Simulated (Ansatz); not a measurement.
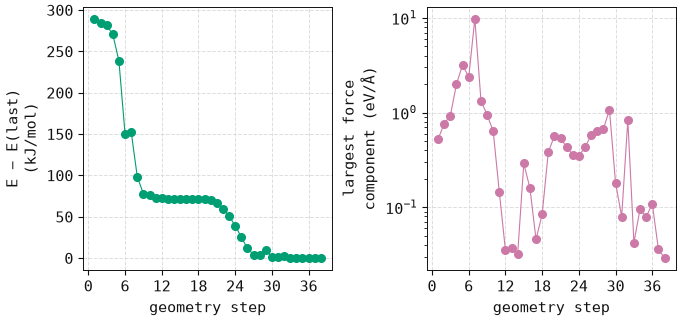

History of a geometry optimisation.

```
crystal:
  periodic: [false, false, false]
  atoms:
    - {symbol: Cl, position_ang: [-2.301200, -0.612924, 0.814139]}
    - {symbol: C, position_ang: [-0.435141, -0.187588, 0.199231]}
    - {symbol: O, position_ang: [1.732126, 0.214362, -0.447850]}
    - {symbol: H, position_ang: [-0.563375, -0.182225, -0.868204]}
    - {symbol: H, position_ang: [-0.268016, 0.762321, 0.674211]}
    - {symbol: H, position_ang: [0.121567, -1.016009, 0.599707]}
    - {symbol: H, position_ang: [1.713838, 1.022064, -0.971233]}
basis:
  gaussian: {orbitals: def2-SVP}
total_charge: -1
hamiltonian: {xc: pbe0, dispersion: d4}
relax: {f_tol: 0.03, max_steps: 60, escape_saddle: false}
```

Launched with:
```bash
ansatz run in.yaml --threads 2 --pin off --events-out ev --progress --plain --max-ram 4352MiB
```

How did the optimisation end?

Answer. The optimisation met its thresholds at geometry 38, counting the start as the first. The energy fell by about 290 kJ/mol from the first step to the last, with a rise at steps 7 and 29. The largest force component goes from about 0.53 eV/Å at the start to 0.029 eV/Å at the end, with a peak of 9.8 eV/Å at step 7.
